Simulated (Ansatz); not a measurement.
Run report: Ge2H3, single-point calculation

System: Ge2H3, multiplicity 2.
Method: UKS PBE0-D4/def2-TZVP (Ansatz 0.2.0).

The geometry comes from this level: r2SCAN-D4/def2-TZVP. Figures and captions count atoms from 1; the log counts them from 0 in places.

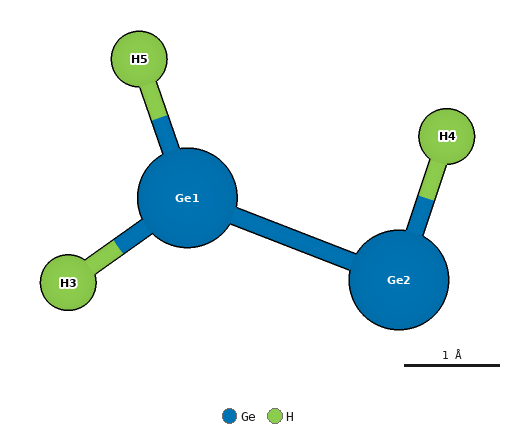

*The structure as given in the input (ball-and-stick view, seen on its broad side; atoms are numbered from 1 in the order of the input). Sticks mark near contacts.*

The input:
```yaml
crystal:
  periodic: [false, false, false]
  atoms:
    - {symbol: Ge, position_ang: [0.238233, -0.050794, 0.599615]}
    - {symbol: Ge, position_ang: [-1.112439, -0.818028, -1.232121]}
    - {symbol: H, position_ang: [0.351201, -0.793312, 1.950849]}
    - {symbol: H, position_ang: [-0.616878, 0.461716, -2.041622]}
    - {symbol: H, position_ang: [1.139893, 1.200418, 0.723278]}
basis:
  gaussian: {orbitals: def2-TZVP, initial_orbitals: start.molden}
magnetization: {spin_polarized: true, initial_magnetization: 1}
hamiltonian: {xc: pbe0, dispersion: d4}
output: {forces: true, orbitals: {seedname: orbitals}}
```

Run as:
```bash
ansatz run in.yaml --threads 2 --pin off --events-out ev --progress --plain --max-ram 4352MiB
```

The program's output:
```
Functional definition: PBE0
  name "PBE0"
  cite "Adamo & Barone, J. Chem. Phys. 110, 6158 (1999) doi:10.1063/1.478522"
  cite "Perdew, Burke & Ernzerhof, Phys. Rev. Lett. 77, 3865 (1996) doi:10.1103/PhysRevLett.77.3865"
  parent pbe
  parameter a = 0.25
  parameter kappa = 0.804
  parameter beta = 0.06672455060314922
  exchange = (1 - a)*pbe_x(kappa = kappa, mu = beta*pi^2/3) + a*exact_x
  correlation = pbe_c(beta = beta)
800 factors; integrals over basis functions are off by at most 8.9e-4 eV
mean field evaluation 1: about -113069.2764 eV, gradient 5.5e0 eV
mean field evaluation 2: about -113069.3220 eV, gradient 6.8e-2 eV
mean field evaluation 4: about -113069.3430 eV, gradient 2.0e-4 eV
mean field evaluation 8: about -113068.8043 eV, gradient 1.4e1 eV
mean field evaluation 16: about -113069.3430 eV, gradient 2.9e-2 eV
mean field -113069.34297132 eV, -4155.2217130428 hartree, gradient 2.0e-5 eV, S^2 0.754148; 3 other end points of the search recorded, 0 dependent functions left out
the calculation of the forces begins
reference -113069.34299677 eV, -4155.2217139781 hartree; 34, 33 occupied and 80, 81 virtual orbitals, 800 factors
Total energy: -113069.42225009 eV, -4155.2246264837 hartree
Atom 0 at     0.238233    -0.050794     0.599615 Å, force     0.007888     0.008261     0.004978 eV/Å
Atom 1 at    -1.112439    -0.818028    -1.232121 Å, force    -0.018913    -0.023959    -0.005901 eV/Å
Atom 2 at     0.351201    -0.793312     1.950849 Å, force    -0.000679    -0.019762     0.027833 eV/Å
Atom 3 at    -0.616878     0.461716    -2.041622 Å, force     0.007675     0.021694    -0.015428 eV/Å
Atom 4 at     1.139893     1.200418     0.723278 Å, force     0.004029     0.013766    -0.011482 eV/Å
Dipole moment:     0.076762     0.036759     0.114292 e Å
```

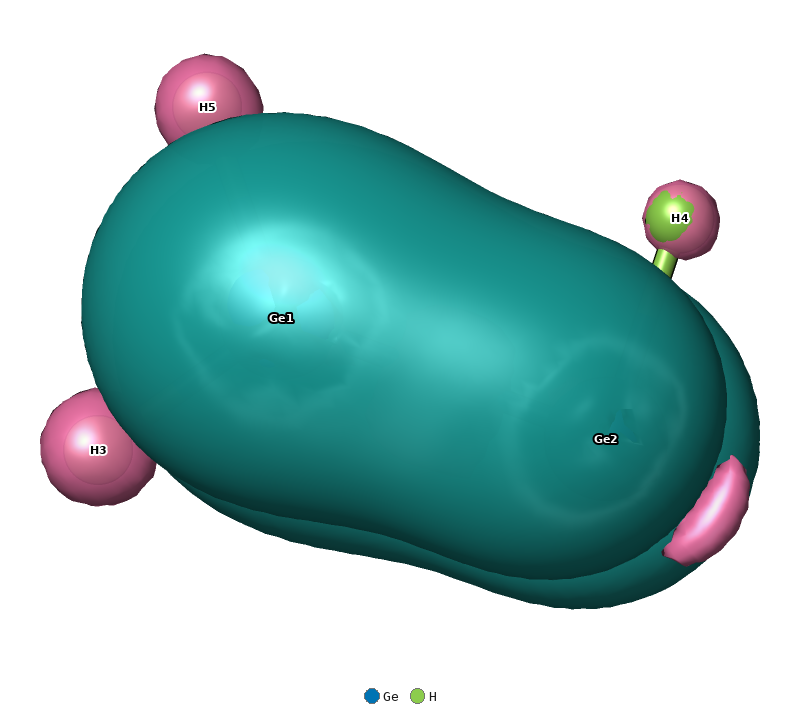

*Isosurfaces of the spin density (α minus β) at +0.01 (teal) and −0.01 e/Å³ (pink), seen face on.*

The unpaired spin (1 electron) lies mostly on Ge1 (about 0.6) and Ge2 (about 0.4), in electrons by Hirshfeld's partition.

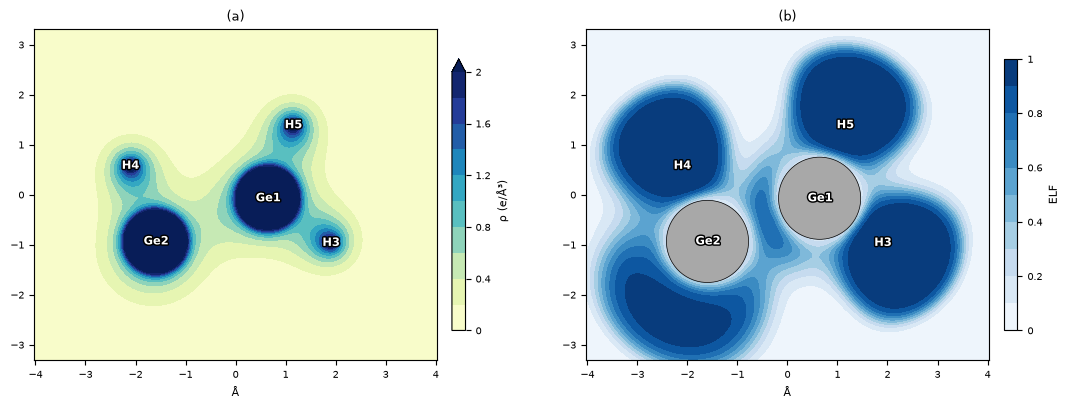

*(a) electron density; (b) ELF on the molecular plane. Grey discs, where drawn, cover atomic cores.*

The section cuts through Ge and H sites. Ge–Ge (2.40 Å): ρ is about 0.55 e/Å³ halfway; the ELF peaks at about 0.80 between the atoms (a covalent bond). Ge–H (1.55 Å): ρ is about 1 e/Å³ halfway, with its minimum of 0.88 e/Å³ about 0.9 Å from Ge; the ELF climbs to about 1 towards the hydrogen, as it does in any bond to H.

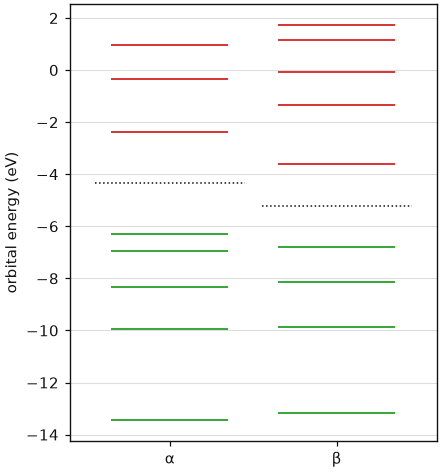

*Orbital energies near the frontier for α and β spins; the dotted line parts filled from empty levels, and levels within 0.02 eV of each other stand side by side.*

α: highest filled −6.28 eV, lowest empty −2.37 eV, 3.91 eV apart; β: highest filled −6.81 eV, lowest empty −3.62 eV, 3.19 eV apart.

Results in brief:

```tsv
quantity	value
outcome	converged
total energy	−113069.4223 eV
mean-field energy	−113069.3430 eV
dispersion energy	−0.0793 eV
⟨S²⟩	0.754
SCF solution under orbital rotations	stable
HOMO (either spin)	−6.28 eV
LUMO (either spin)	−3.62 eV
largest force (length of the vector)	0.034 eV/Å
dipole moment	0.68 D
hardware	2 threads of Arm Neoverse V2, 23 GiB of memory available, shared host
wall time	5.5 s (CPU time 10 s)
peak memory	0.28 GiB
```
